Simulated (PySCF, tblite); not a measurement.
# C4H11NOSi2: geometry, infrared bands and NMR shifts

Aim: predict the infrared bands and NMR shifts of C4H11NOSi2 (`C/N=C/[Si@H]1CC[SiH2]O1`).

Programs: tblite 0.8.0 and PySCF 2.14.0, with density-fitted response routines of our own. Each step states its level of theory. These are calculated values for one molecule in the gas phase, unless marked as measured. Atoms count from 0, in the outputs and in this text.

**1. Starting geometry**

19 atoms, charge 0, multiplicity 1; geometry from: force field or distance geometry start.

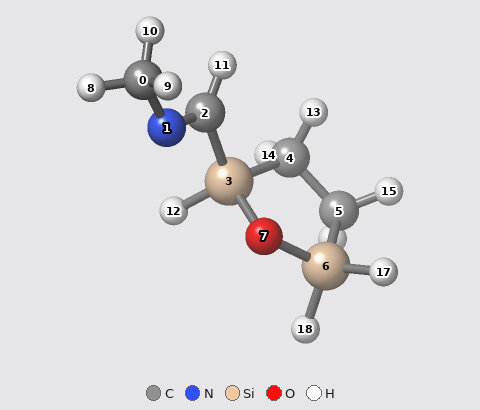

The starting geometry (carbon grey, nitrogen blue, silicon light orange, oxygen red, hydrogen white), atoms numbered.

**2. Geometry optimisation with GFN2-xTB**

Job settings and geometry (Å):

```
{"job": {"kind": "relax", "xc": "GFN2-xTB", "basis": "xTB"}, "charge": 0, "multiplicity": 1}
C      3.817000     0.239300    -0.240500
N      2.419800     0.362900    -0.616200
C      1.533200    -0.444000    -0.165300
Si    -0.204500    -0.103100    -0.778100
C     -1.450900    -1.211200     0.019100
C     -2.667000    -0.381500     0.356000
Si    -2.211400     1.415200     0.163100
O     -0.559700     1.500300    -0.290100
H      4.475200     0.408100    -1.132800
H      4.101300     1.048400     0.491300
H      4.053100    -0.747100     0.180600
H      1.758900    -1.241700     0.498600
H     -0.282600    -0.170900    -2.224800
H     -1.087200    -1.711800     0.917400
H     -1.815200    -1.980100    -0.692600
H     -3.002700    -0.557900     1.404500
H     -3.479400    -0.583500    -0.343500
H     -2.413400     2.172700     1.407800
H     -2.994500     1.995300    -0.946900
```

Launch:

```sh
$ OMP_NUM_THREADS=1 python probes_run.py task.json out
```

This one command runs all jobs of the session in turn.

**Question.** This job is followed by: GFN2-xTB harmonic vibrations, gas phase; GIAO PBE0/pcSseg-1 NMR shielding, non-relativistic, gas phase. What will the session give for the following? strongest single infrared mode (GFN2-xTB); zero-point energy (GFN2-xTB); 13C shifts against TMS (PBE0/pcSseg-1); 1H shifts against TMS (PBE0/pcSseg-1, means over atoms taken as alike); 15N shifts against NH3 (PBE0/pcSseg-1); 29Si shifts against TMS (PBE0/pcSseg-1); 17O shifts against H2O (PBE0/pcSseg-1).

The runs gave:

| quantity | value |
| --- | --- |
| strongest single infrared mode (GFN2-xTB) | 923 cm⁻¹, 438 km/mol |
| zero-point energy (GFN2-xTB) | 88.8 kcal/mol |
| 13C shifts against TMS (PBE0/pcSseg-1) | 182.3, 58.3, 10.6, 9.4 ppm |
| 1H shifts against TMS (PBE0/pcSseg-1, means over atoms taken as alike) | 8.78, 5.21, 5.13, 4.96, 3.85, 1.23, 1.18, 1.10, 0.86 ppm |
| 15N shifts against NH3 (PBE0/pcSseg-1) | 452.7 ppm |
| 29Si shifts against TMS (PBE0/pcSseg-1) | -2.2, -5.2 ppm |
| 17O shifts against H2O (PBE0/pcSseg-1) | 43.9 ppm |

Over 215 steps the energy fell by 0.778 eV; of the close pairs, Si6–O7 changed most, 1.715 to 1.639 Å. All 51 modes are real, so the xTB geometry is a minimum. The strongest single mode, at 923 cm⁻¹, moves mainly O7. Unscaled tight-binding wavenumbers are off by several per cent, some by more. Its intensities can rank the bands wrongly. At PBE0/pcSseg-1: Shielding is most anisotropic at N1 (span 917 ppm, paramagnetic term -513 ppm).
